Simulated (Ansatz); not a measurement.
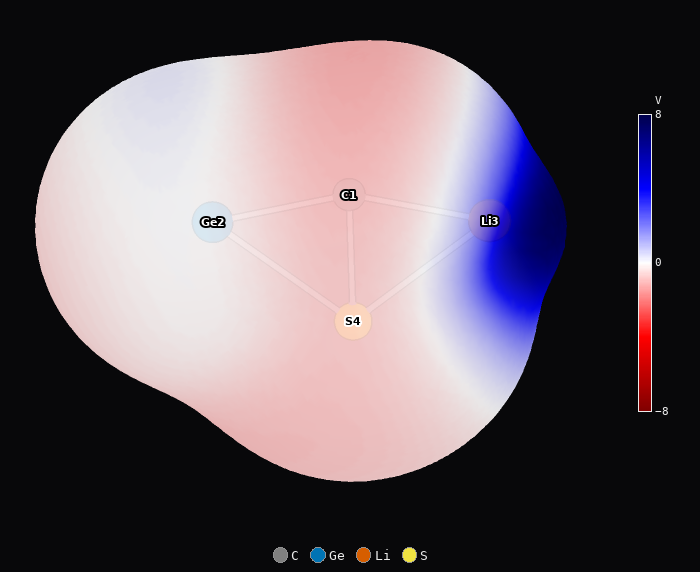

The picture shows: CGeLiS (doublet). The molecular electrostatic potential painted on the density surface at 0.001 e/bohr³, seen at a tilt; the colour scale runs from red (negative) to blue (positive).

Geometry: PBE0-D3(BJ)/pcseg-1.

Method: isolated molecule in a Gaussian basis; Kohn-Sham density functional theory, functional PBE0 in Ansatz.

The calculation's input:

```
crystal:
  periodic: [false, false, false]
  atoms:
    - {symbol: C, position_ang: [-0.055814, -0.284634, -0.226582]}
    - {symbol: Ge, position_ang: [-0.716332, 0.892811, -1.529471]}
    - {symbol: Li, position_ang: [0.925341, -0.796692, 1.345559]}
    - {symbol: S, position_ang: [0.670723, 1.320005, 0.354864]}
basis:
  gaussian: {orbitals: def2-TZVPD}
magnetization: {spin_polarized: true, initial_magnetization: 1}
hamiltonian: {xc: {name: PBE0}}
output: {forces: true, orbitals: {seedname: orbitals}}
```

Launched as:

```sh
ansatz run input.yaml --threads 1 --pin off --max-ram 2610MiB --events-out events.jsonl --progress --plain --runs-dir runs
```

> Describe the electrostatic potential map.

The most negative region (about −1.2 V) lies over C1, the most positive (about +7.7 V) over Li3.

> What dipole moment does the calculation give?

Its dipole moment is 4.80 D.
